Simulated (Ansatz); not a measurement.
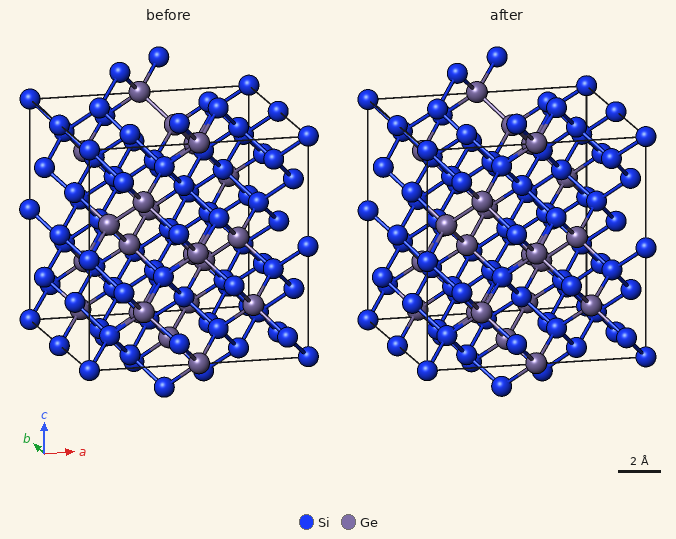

The structure of solid Si₄₈Ge₁₆ (a generated structure, set up in P1) before (left) and after (right) a relaxation, at one scale.

Style: ball-and-stick. Shown: the cell of the calculation, slightly off an axis.

Method: Ansatz, DFT, PBEsol, PAW, plane waves. Set-up: plane-wave cutoff 420 eV; k-point mesh 1 × 1 × 1; mesh shifted by (0.25, 0.25, 0.25); no spin polarisation; cell relaxed at fixed shape; force threshold 0.03 eV/Å; at most 80 steps.

Question: Describe what moved and what it gained.

Answer: The largest move relative to the cell is that of a Si atom, 0.099 Å roughly along [−1 1 −1]. By element the largest moves are Si 0.099 Å, Ge 0.080 Å. Cell: a = b = c 10.987 → 10.973 Å (−0.1 %). Volume −0.4 %. Among the contacts that change: Ge–Ge 2.347 → 2.450 Å, Ge–Ge 2.335 → 2.434 Å, Ge–Si 2.301 → 2.397 Å, Ge–Si 2.331 → 2.402 Å. Bond angles that change, for instance: Si–Si–Ge 112.2° → 108.0°, Ge–Ge–Ge 110.8° → 107.2°, Si–Ge–Si 107.3° → 110.6°. The space group stays P1 (No. 1). The energy falls by 0.890 eV per cell of the calculation in 3 geometry steps. Largest force component: 1.4 eV/Å at the start, 0.018 eV/Å at the end. The pressure goes from −0.21 to −0.02 GPa. The run took 44 s on 7 threads of Arm Neoverse-V2, peak memory 2.3 GiB.
